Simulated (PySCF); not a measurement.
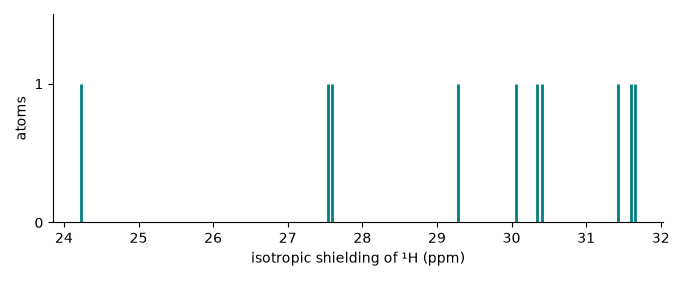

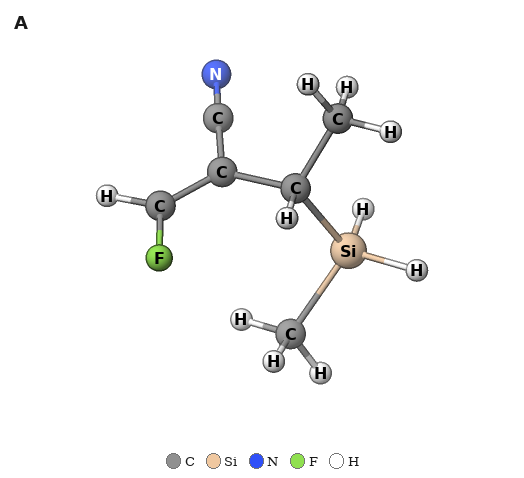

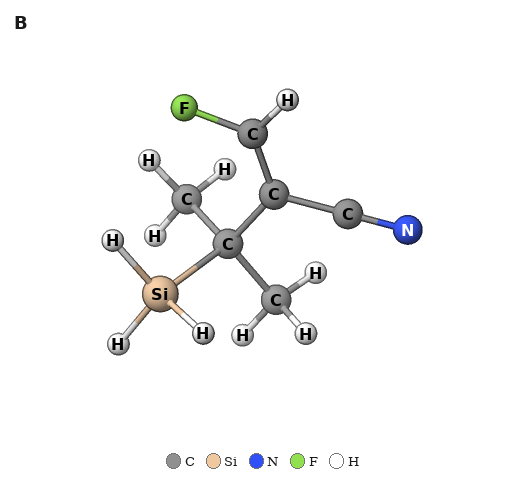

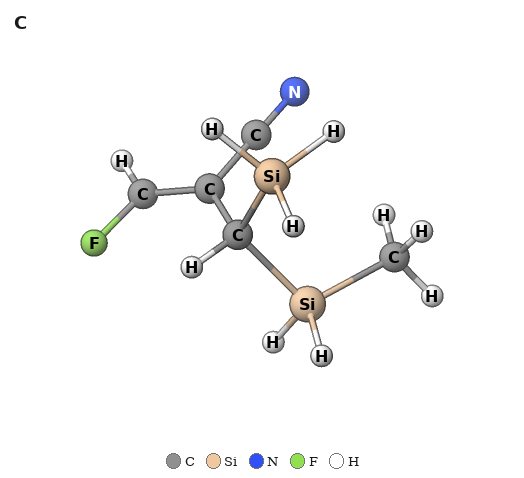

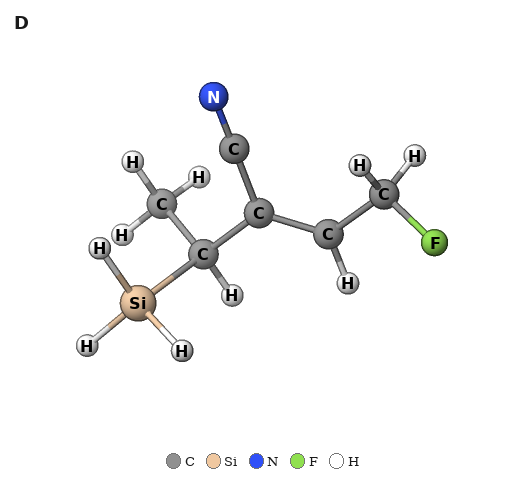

The sticks are computed shieldings of one of the molecules, for one fixed geometry (GFN2-xTB) without averaging over rotations. Low shielding means a high chemical shift. Method: GIAO PBE0/pcSseg-1 NMR shielding, non-relativistic, gas phase (PySCF 2.14.0).

Question: Match the spectrum to a structure.

Answer: A, `C[SiH2][C@@H](C)/C(C#N)=C\F`. Its 10 H atoms give lines at 24.23, 27.55, 27.59, 29.29, 30.06, 30.34, 30.41, 31.43, 31.61, 31.65 ppm.

The geometry is semi-empirical. Around Si such bond lengths and angles can be off by a tenth of an ångström or more and by several degrees, and values that hang on the shape move with them.
